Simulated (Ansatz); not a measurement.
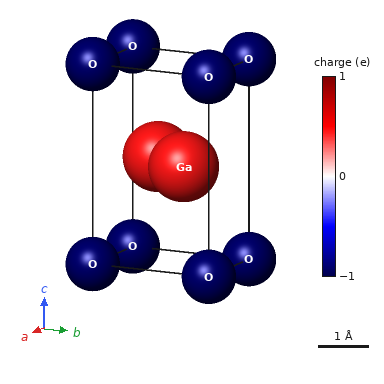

Shown here is a spheres-only view of the crystal, taken slightly off an axis. The parallelepiped is the simulation cell. The atoms of this Ga2O cell are coloured by their Bader charge.

The numbers come from DFT, PAW plane waves, PBEsol in Ansatz, using an energy cutoff of 420 eV, 12×12×8 k-mesh, Fermi-Dirac smearing of 0.1 eV, no spin polarisation. The pressure of the cell is 80 GPa.

Question: Which atoms are positive and which negative?

Answer: Most positive: Ga; most negative: O. Charges: about Ga +0.4 e; O -0.9 e.

Provenance: a generated cell, made by putting these elements into a known structure type (the compound may or may not exist in this form); not relaxed. It was run through Ansatz as a DFT input.

At this level of theory the cell isn't at rest (compressed, at 80 GPa), so its distances can differ from those at equilibrium, the more so the softer the solid.
